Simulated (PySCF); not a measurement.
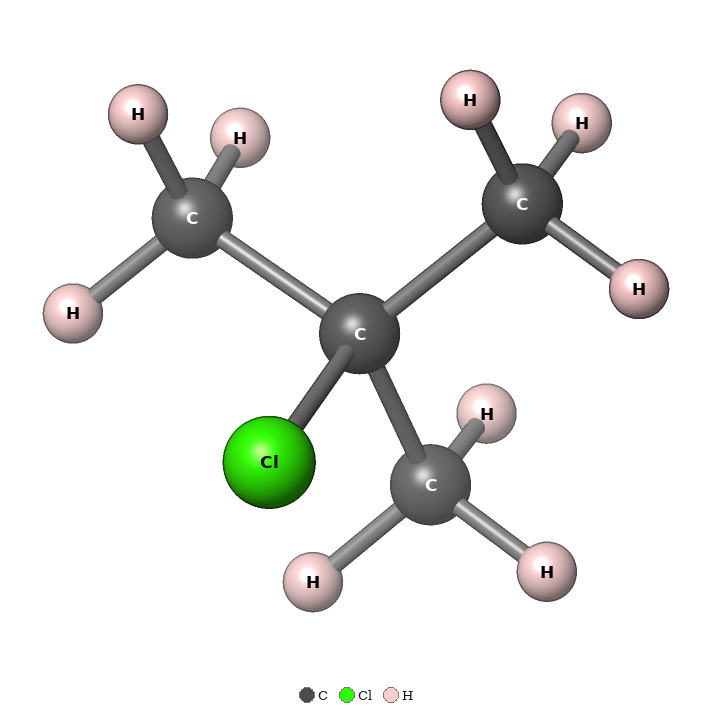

Atoms fade into the background with distance from the viewer. The computed structure is the end point of a PBE0-D3(BJ)/def2-SVP optimisation. No frequency run is at hand to confirm it as a minimum.

List the symmetry elements and name the point group.

It has 1 C3 axis and 3 mirror planes, so the point group is C3v. The group has 6 operations. The geometry is achiral, and symmetry allows a dipole moment.
